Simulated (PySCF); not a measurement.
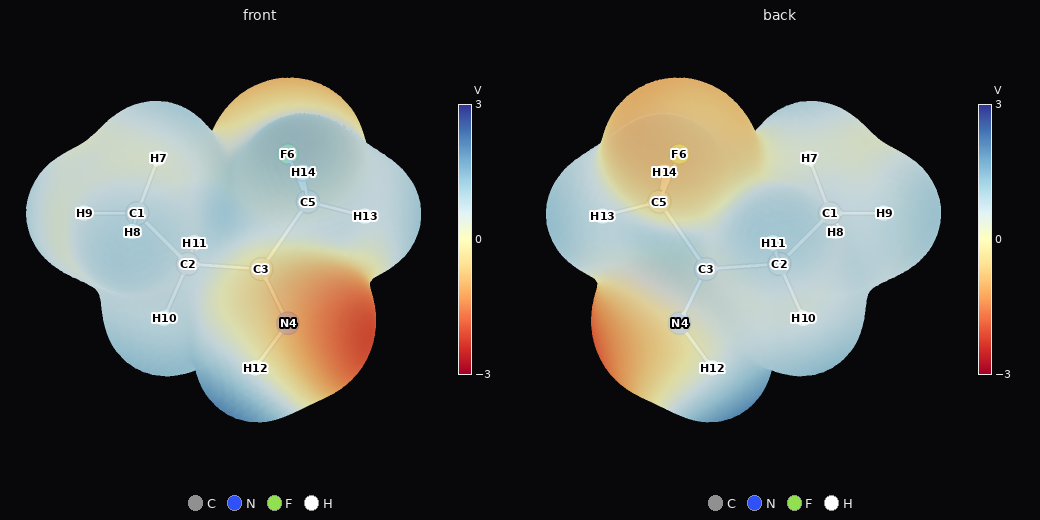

C4H8FN (SMILES [H]/N=C(\CC)CF). The molecular electrostatic potential painted on the density surface at 0.004 e/bohr³, seen from the front and from behind; the colour scale runs from red (negative) to blue (positive).

Geometry: GFN2-xTB.

Computed with PBE0/def2-SVPD, SCF density, gas phase (PySCF 2.14.0).

| atom | x (Å) | y (Å) | z (Å) |
| --- | --- | --- | --- |
| C | 1.3467 | -0.9714 | -0.0338 |
| C | 0.5290 | 0.0461 | -0.8325 |
| C | -0.4430 | 0.7766 | 0.0531 |
| N | -0.3934 | 1.9859 | 0.3959 |
| C | -1.5835 | -0.0277 | 0.6250 |
| F | -1.8356 | -1.1665 | -0.0953 |
| H | 0.7026 | -1.7461 | 0.3735 |
| H | 1.8712 | -0.4830 | 0.7854 |
| H | 2.0814 | -1.4434 | -0.6816 |
| H | 1.1980 | 0.7699 | -1.3053 |
| H | -0.0281 | -0.4766 | -1.6129 |
| H | 0.3973 | 2.5062 | 0.0217 |
| H | -2.4989 | 0.5702 | 0.6366 |
| H | -1.3443 | -0.3408 | 1.6480 |

> Describe the electrostatic potential map.

The most negative region (about −2.1 V, or −48 kcal/mol for a unit charge) lies over N4, the most positive (about +2.0 V, or +46 kcal/mol for a unit charge) over H12. N4 is the likeliest acceptor of a hydrogen bond.

> How polar is the molecule by this calculation?

Its dipole moment is 1.74 D.
